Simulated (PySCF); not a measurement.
C3H7FO2Si (SMILES CO/C(=C\F)O[SiH3])

Input file:

```
{"job": {"kind": "nmr", "xc": "PBE0", "basis": "pcSseg-1"}, "charge": 0, "multiplicity": 1}
C     -1.837395    -0.802268    -0.061349
O     -0.437922    -0.602341    -0.076383
C      0.058679     0.647253     0.089693
C     -0.578279     1.802647     0.277798
F     -1.929188     1.934087     0.340093
O      1.389480     0.652288     0.047915
Si     2.298013    -0.707310    -0.175239
H     -1.979087    -1.870651    -0.212019
H     -2.326131    -0.248280    -0.865786
H     -2.269994    -0.504942     0.896223
H     -0.056742     2.734773     0.396910
H      2.071885    -1.659669     0.908738
H      3.598036    -0.056603    -0.122218
H      1.997967    -1.319458    -1.466542
```

Launched as:

```sh
OMP_NUM_THREADS=1 python probes_run.py task.json out
```

Geometry: GFN2-xTB.

Method: PySCF 2.14.0, PBE0/pcSseg-1, SCF density, gas phase, non-relativistic.

Question: What will maps of the electron density and electron localisation function show?

Answer: C–O (1.33 Å): ρ at the midpoint is about 2.5 e/Å³; the ELF peaks at about 0.90 between the atoms (a shared but strongly polarised pair).
C–C (1.33 Å): the density is about 2.3 e/Å³ at the midpoint; the ELF peaks at about 0.95 between the atoms: a multiple bond.
C–F (1.36 Å): the density is about 2.2 e/Å³ at the midpoint, with its minimum of 1.7 e/Å³ about 0.5 Å from C; the ELF peaks at about 0.85 between the atoms: a shared but strongly polarised pair.
Si–O (1.65 Å): the density is about 1.1 e/Å³ at the midpoint; the ELF peaks at about 0.85 between the atoms, as expected for a shared but strongly polarised pair.

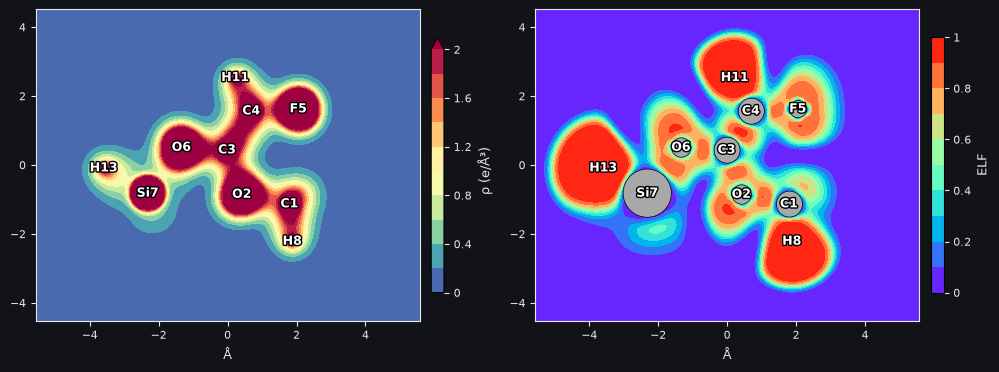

Computed electron density and electron localisation function on the plane of atoms C1, O2 and C3, in this order. Grey discs cover the atomic cores in the ELF map. 
